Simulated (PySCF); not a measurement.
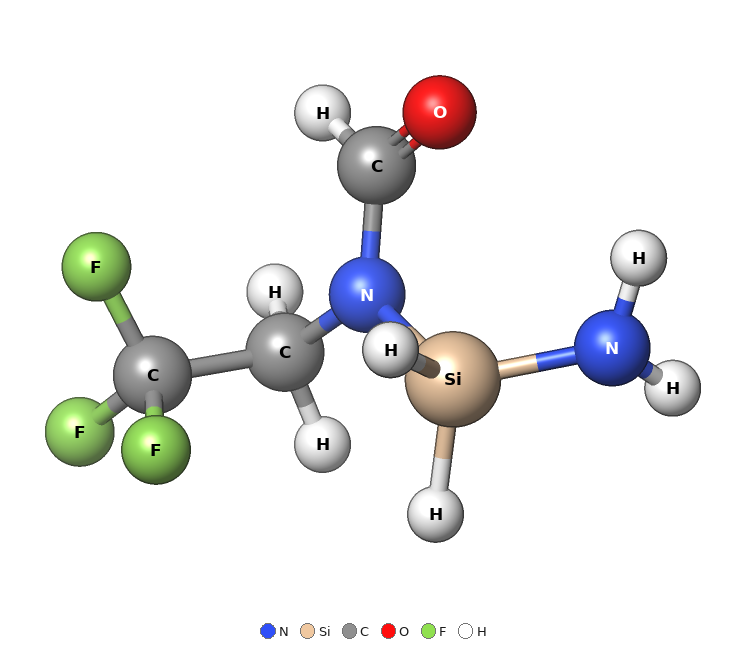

The geometry was computed by an optimisation with PBE0-D3(BJ)/def2-SVP. No frequency run is at hand to confirm it as a minimum.

**Give the formula.**

C3H7F3N2OSi, 17 atoms: 3 carbon, 7 hydrogen, 3 fluorine, 2 nitrogen, 1 oxygen and 1 silicon.

**Give the symmetry (Schoenflies symbol).**

C1.

**Count the bonded pairs by element.**

3 C–F, 3 C–H, 2 N–Si, 2 C–N, 2 N–H, 2 Si–H, 1 C–O, 1 C–C.

**Name some functional groups or characteristic bonds that it holds.**

Among them: amide, C–F bond, Si–H bond, Si–N bond.

The parts below concern this one geometry. Atoms keep their numbers from picture to picture.

Electronic properties

No frequency run is at hand to confirm it as a minimum. Properties computed with PBE0/pcSseg-1 in water (IEF-PCM) (PySCF 2.14.0).

**Estimate the HOMO energy (Kohn–Sham orbital).**

−7.49 eV.

**Estimate the HOMO–LUMO gap.**

7.46 eV.

**Estimate the dipole moment.**

4.67 D.

Charges

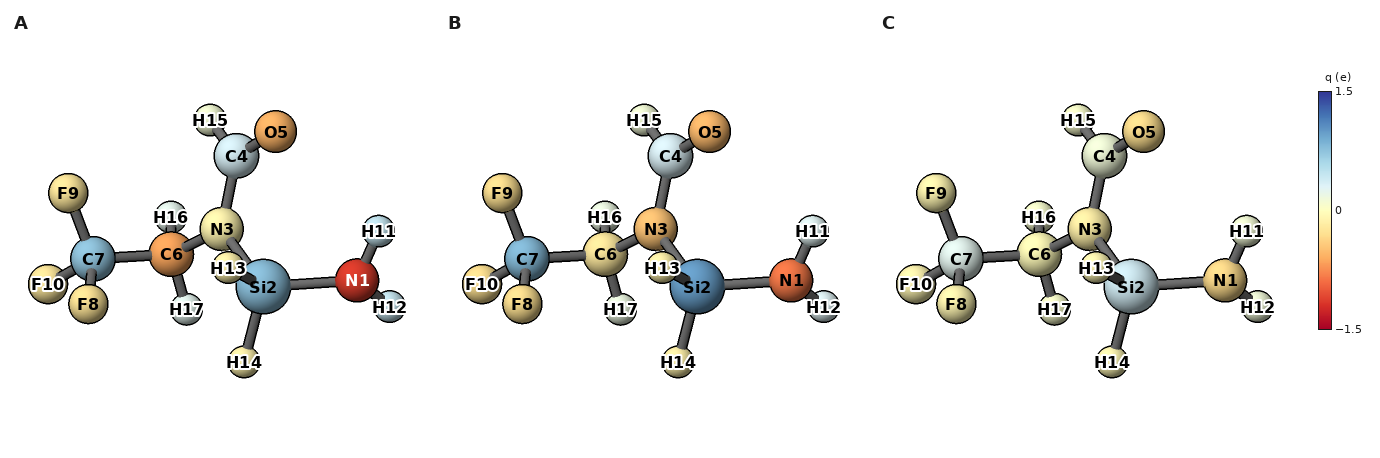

Atomic charges of one calculation by 3 schemes, on one colour scale. No frequency run is at hand to confirm it as a minimum. Computed with PBE0/pcSseg-1 in acetone (IEF-PCM) (PySCF 2.14.0).

**The schemes are ESP-fitted, Hirshfeld, IAO. Which panel shows which?**

A ESP-fitted, B IAO, C Hirshfeld.

List the charges (e), one line for each set of equivalent atoms.

```json
{"atom": "N1", "ESP-fitted": "−1.13", "IAO": "−0.84", "Hirshfeld": "−0.32"}
{"atom": "Si2", "ESP-fitted": "0.77", "IAO": "0.96", "Hirshfeld": "0.38"}
{"atom": "N3", "ESP-fitted": "−0.10", "IAO": "−0.46", "Hirshfeld": "−0.14"}
{"atom": "C4", "ESP-fitted": "0.34", "IAO": "0.32", "Hirshfeld": "0.14"}
{"atom": "O5", "ESP-fitted": "−0.55", "IAO": "−0.52", "Hirshfeld": "−0.30"}
{"atom": "C6", "ESP-fitted": "−0.63", "IAO": "−0.20", "Hirshfeld": "−0.04"}
{"atom": "C7", "ESP-fitted": "0.73", "IAO": "0.80", "Hirshfeld": "0.26"}
{"atom": "F8", "ESP-fitted": "−0.25", "IAO": "−0.28", "Hirshfeld": "−0.09"}
{"atom": "F9", "ESP-fitted": "−0.22", "IAO": "−0.28", "Hirshfeld": "−0.09"}
{"atom": "F10", "ESP-fitted": "−0.21", "IAO": "−0.28", "Hirshfeld": "−0.09"}
{"atom": "H11", "ESP-fitted": "0.45", "IAO": "0.28", "Hirshfeld": "0.12"}
{"atom": "H12", "ESP-fitted": "0.44", "IAO": "0.28", "Hirshfeld": "0.13"}
{"atom": "H13", "ESP-fitted": "−0.12", "IAO": "−0.13", "Hirshfeld": "−0.08"}
{"atom": "H14", "ESP-fitted": "−0.12", "IAO": "−0.13", "Hirshfeld": "−0.08"}
{"atom": "H15", "ESP-fitted": "0.11", "IAO": "0.13", "Hirshfeld": "0.06"}
{"atom": "H16", "ESP-fitted": "0.24", "IAO": "0.18", "Hirshfeld": "0.07"}
{"atom": "H17", "ESP-fitted": "0.25", "IAO": "0.18", "Hirshfeld": "0.07"}
```

Quadrupole coupling

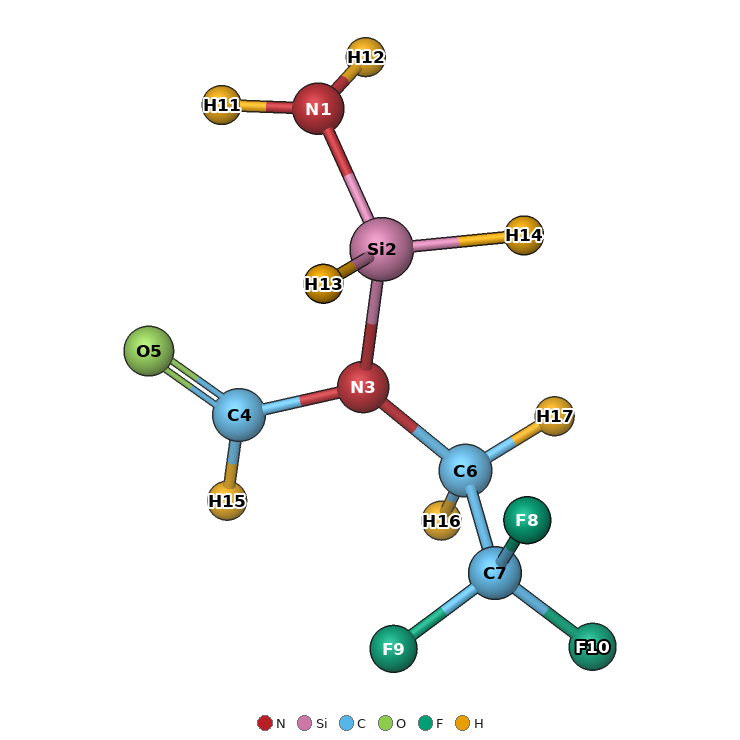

No frequency run is at hand to confirm it as a minimum. Electric field gradients from the ground-state density, PBE0/pcSseg-1 in acetone (IEF-PCM) (PySCF 2.14.0), non-relativistic apart from any core potentials.

Give the largest field-gradient component, the quadrupole coupling constant and the asymmetry for 14N at N1 (Q = 20.44 mb), 14N at N3 (Q = 20.44 mb), 17O at O5 (Q = −25.6 mb).

```json
{"atom": "N1", "V_zz (a.u.)": "−0.874", "e²qQ/h (MHz)": "−4.20", "η": "0.27"}
{"atom": "N3", "V_zz (a.u.)": "−0.695", "e²qQ/h (MHz)": "−3.34", "η": "0.75"}
{"atom": "O5", "V_zz (a.u.)": "−1.524", "e²qQ/h (MHz)": "9.16", "η": "0.01"}
```
